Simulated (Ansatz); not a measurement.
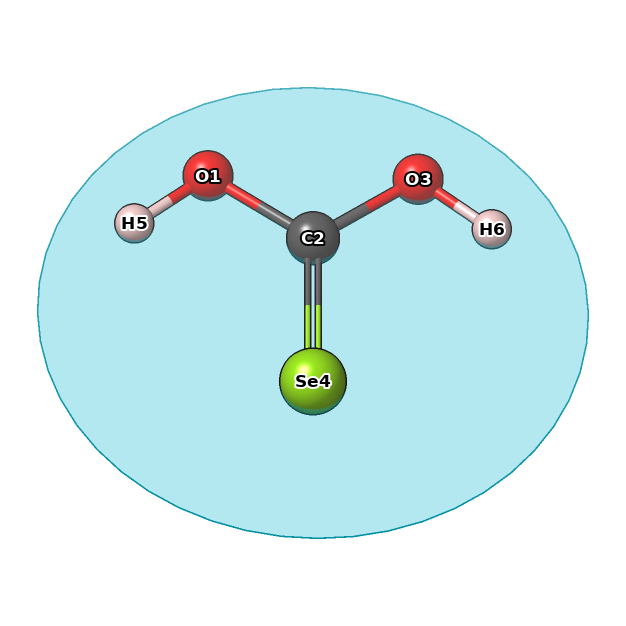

A disc through the centre of mass is drawn in. Distant atoms are faded towards the background colour. The computed structure is the end point of a PBE-D4/def2-SVP optimisation. No frequency run is at hand to confirm it as a minimum.

> Is the plane of the disc a mirror plane of the structure?

Yes. The reflection leaves O1, C2, O3, Se4, H5, H6 in place. The point group is C2v.
